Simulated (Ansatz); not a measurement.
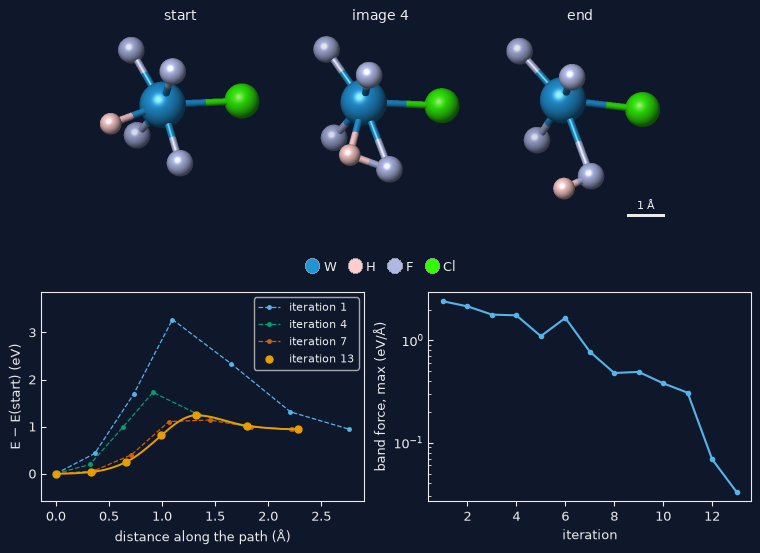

NEB run on WHClF₄. Images are numbered from 0 (start) to 6 (end). The plot follows the band through its iterations. The picture is a ball-and-stick view, seen from a free direction.

The calculation used RKS PBE0/def2-SVP (Ansatz 0.2.0).

Input
```yaml
crystal:
  periodic: [false, false, false]
  atoms:
    - { symbol: W, position_ang: [0.048942, 0.0, 0.003518] }
    - { symbol: H, position_ang: [0.299364, 0.0, 1.695261] }
    - { symbol: F, position_ang: [1.894721, 0.0, 0.17891] }
    - { symbol: F, position_ang: [-0.039733, 1.822171, 0.207399] }
    - { symbol: F, position_ang: [-1.770599, 0.0, 0.267788] }
    - { symbol: F, position_ang: [-0.039733, -1.822171, 0.207399] }
    - { symbol: Cl, position_ang: [0.416539, 0.0, -2.290675] }
basis:
  gaussian: { orbitals: def2-SVP }
hamiltonian:
  xc: pbe0
neb:
  order_check: false
  images: 5
  f_tol: 0.05
  max_iterations: 55
  final_atoms:
    - { symbol: W, position_ang: [-0.49498344, 5.952e-05, -0.17350197] }
    - { symbol: H, position_ang: [1.77222978, -0.00050451, 1.49539867] }
    - { symbol: F, position_ang: [1.82592849, 0.00018846, 0.56590093] }
    - { symbol: F, position_ang: [-0.39201134, 1.79778251, 0.20644232] }
    - { symbol: F, position_ang: [-2.33739706, 1.281e-05, 0.00197652] }
    - { symbol: F, position_ang: [-0.3921192, -1.79758249, 0.20692335] }
    - { symbol: Cl, position_ang: [0.82785377, 4.37e-05, -2.03353983] }
  initial_path:
    images:
      - { positions_ang: [[0.048942, 0.0, 0.003518], [0.299364, 0.0, 1.695261], [1.894721, 0.0, 0.17891], [-0.039733, 1.822171, 0.207399], [-1.770599, 0.0, 0.267788], [-0.039733, -1.822171, 0.207399], [0.416539, 0.0, -2.290675]] }
      - { positions_ang: [[0.0325942, 0.0, 0.00244741], [0.47846791, 0.0, 1.70630646], [1.87303134, 0.0, 0.42752873], [-0.02652247, 1.83144733, 0.13836808], [-1.79709764, 0.0, 0.1802597], [-0.02652247, -1.83144733, 0.13836808], [0.27555012, 0.0, -2.32367846]] }
      - { positions_ang: [[0.0162464, 0.0, 0.00137682], [0.65757181, 0.0, 1.71735192], [1.85134168, 0.0, 0.67614746], [-0.01331193, 1.84072367, 0.06933716], [-1.82359628, 0.0, 0.09273141], [-0.01331193, -1.84072367, 0.06933716], [0.13456125, 0.0, -2.35668193]] }
      - { positions_ang: [[-0.0001014, 0.0, 0.00030624], [0.83667572, 0.0, 1.72839738], [1.82965202, 0.0, 0.92476619], [-0.0001014, 1.85, 0.00030624], [-1.85009492, 0.0, 0.00520311], [-0.0001014, -1.85, 0.00030624], [-0.00642763, 0.0, -2.38968539]] }
      - { positions_ang: [[-0.16506208, 1.984e-05, -0.05762983], [1.14852707, -0.00016817, 1.65073114], [1.82841084, 6.282e-05, 0.80514444], [-0.13073805, 1.83259417, 0.06901827], [-2.01252896, 4.27e-06, 0.00412758], [-0.130774, -1.8325275, 0.06917861], [0.27166617, 1.457e-05, -2.2709702]] }
      - { positions_ang: [[-0.33002276, 3.968e-05, -0.1155659], [1.46037843, -0.00033634, 1.57306491], [1.82716966, 0.00012564, 0.68552268], [-0.26137469, 1.81518834, 0.13773029], [-2.17496301, 8.54e-06, 0.00305205], [-0.2614466, -1.81505499, 0.13805098], [0.54975997, 2.913e-05, -2.15225502]] }
      - { positions_ang: [[-0.49498344, 5.952e-05, -0.17350197], [1.77222978, -0.00050451, 1.49539867], [1.82592849, 0.00018846, 0.56590093], [-0.39201134, 1.79778251, 0.20644232], [-2.33739706, 1.281e-05, 0.00197652], [-0.3921192, -1.79758249, 0.20692335], [0.82785377, 4.37e-05, -2.03353983]] }
```

Command:
```bash
ansatz run input.yaml --threads 2 --pin off --max-ram 3072MiB --backend cpu --events-out ev --progress --plain --runs-dir out
```

**How did the profile develop, and is the result final?**

The result is final at these settings. The band converged in 13 iterations. The largest component of the band force went from 2.4 to 0.033 eV/Å. The climbing image converged on the top of the path. Its vibrational analysis gives one imaginary mode (893i cm⁻¹), as a transition state must have. The first iteration put the highest image at 3.27 eV. The highest point, image 4, lies 1.24 eV above the start and 0.30 eV above the end; the end is at +0.94 eV relative to the start.

The run took 5.5 min on 2 threads of Arm Neoverse V1 (shared host), peak memory 0.24 GiB.
